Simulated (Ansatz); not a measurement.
Consider CsPbBr3 in the cubic perovskite structure (space group Pm-3m, No. 221; a = 5.872 Å). Axes: x, y, z lie along the cube axes.

The change: tensile biaxial strain of 0.50 % in the plane normal to [111], as in epitaxy on a mismatched substrate; the out-of-plane cell vector and the atoms relax.

The values are results of Ansatz (a first-principles code), PBEsol, PAW, cutoff 420 eV, no SOC, not measurements.

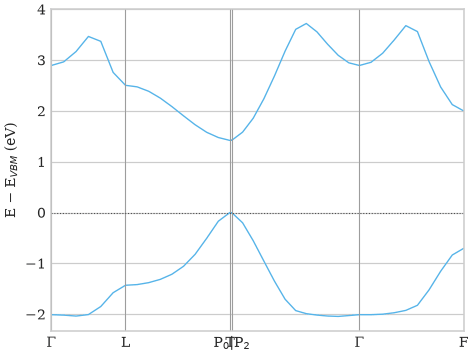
Fig. 1. Highest valence and lowest conduction band along the path of the changed cell's own zone

The gap is 1.42 eV, direct at T; the base has 1.43 eV.

With Pb present, leaving out spin-orbit coupling can change the band edges. Stability against distortions was not tested. Many cubic perovskites are stable only at high temperature; tilts and polar distortions were not tested. This is not the structure that CsPbBr3 has at room temperature and ambient pressure. Labels are those of the standard path for the cell's own space group.
